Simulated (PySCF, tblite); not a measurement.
# C7H16AlN: geometry, infrared bands and NMR shifts

Aim: predict the infrared bands and NMR shifts of C7H16AlN (`C=[C](CC(C)C)[AlH][NH]C`).

Computed with tblite 0.8.0 and PySCF 2.14.0, with density-fitted response routines of our own, on a single molecule in the gas phase. Atoms are numbered from 0 throughout.

## 1. The starting structure

25 atoms, charge 0, multiplicity 1; geometry from: force field or distance geometry start.

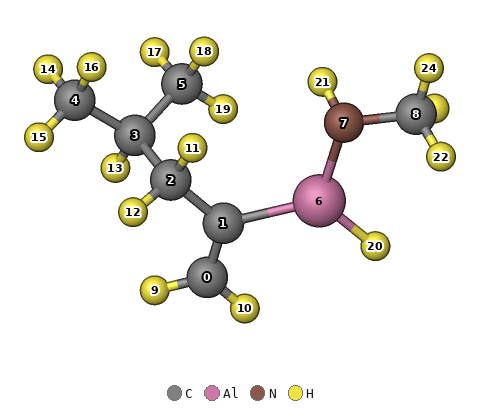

As it starts; carbon grey, aluminium pink, nitrogen brown, hydrogen yellow, atoms numbered; sticks join atoms by distance.

## 2. Optimising the geometry with GFN2-xTB

What the job is given:

```
{"job": {"kind": "relax", "xc": "GFN2-xTB", "basis": "xTB"}, "charge": 0, "multiplicity": 1}
C      0.192200    -2.385100    -1.327600
C      0.362700    -1.384500    -0.457900
C     -0.672300    -1.072500     0.593700
C     -1.909100    -0.342800    -0.021600
C     -3.022100    -0.237800     1.043500
C     -1.549800     1.043000    -0.547500
Al     2.040500    -0.317800    -0.526400
N      2.305900     1.140100     0.709600
C      3.560200     1.820700     0.423900
H     -0.726700    -2.981300    -1.302000
H      0.931700    -2.613900    -2.078000
H     -0.244100    -0.447600     1.399600
H     -1.010200    -2.020100     1.075500
H     -2.299900    -0.955900    -0.861600
H     -3.919800     0.260700     0.597600
H     -3.323400    -1.244600     1.401800
H     -2.676800     0.365600     1.910900
H     -2.450600     1.544700    -0.944000
H     -1.111300     1.674100     0.269100
H     -0.806400     0.965400    -1.368000
H      3.144800    -0.640000    -1.620600
H      1.519400     1.815100     0.541400
H      4.420300     1.139600     0.571500
H      3.553700     2.227500    -0.612200
H      3.680100     2.671400     1.138300
```

Started as:

```sh
> OMP_NUM_THREADS=1 python probes_run.py task.json out
```

The driver reads the jobs from task.json and runs them one after another.

**Question.** This job is followed by: GFN2-xTB harmonic vibrations, gas phase; GIAO PBE0/pcSseg-1 NMR shielding, non-relativistic, gas phase. What will the session give for the following? strongest single infrared mode (GFN2-xTB); zero-point energy (GFN2-xTB); 13C shifts against TMS (PBE0/pcSseg-1, means over atoms taken as alike); 1H shifts against TMS (PBE0/pcSseg-1, means over atoms taken as alike); 27Al shifts against AlH4- (PBE0/pcSseg-1); 15N shifts against NH3 (PBE0/pcSseg-1).

As calculated:

| quantity | value |
| --- | --- |
| strongest single infrared mode (GFN2-xTB) | 1773 cm⁻¹, 332 km/mol |
| zero-point energy (GFN2-xTB) | 132.0 kcal/mol |
| 13C shifts against TMS (PBE0/pcSseg-1, means over atoms taken as alike) | 169.6, 144.3, 52.2, 37.1, 35.0, 26.0 ppm |
| 1H shifts against TMS (PBE0/pcSseg-1, means over atoms taken as alike) | 6.58, 6.13, 4.48, 3.12, 2.08, 1.73, 1.16, 1.06 ppm |
| 27Al shifts against AlH4- (PBE0/pcSseg-1) | 124.4 ppm |
| 15N shifts against NH3 (PBE0/pcSseg-1) | 69.3 ppm |

**Reading.** Over 170 steps the energy fell by 0.630 eV; of the close pairs, Al6–N7 changed most, 1.930 to 1.789 Å. All 69 modes are real, so the xTB geometry is a minimum. The strongest single mode, at 1773 cm⁻¹, moves mainly H20. GFN2-xTB is a fitted tight-binding method: band positions and strengths are rough. Its intensities can rank the bands wrongly. At PBE0/pcSseg-1: The widest tensor belongs to C1: span 267 ppm, with a paramagnetic part of -242 ppm.
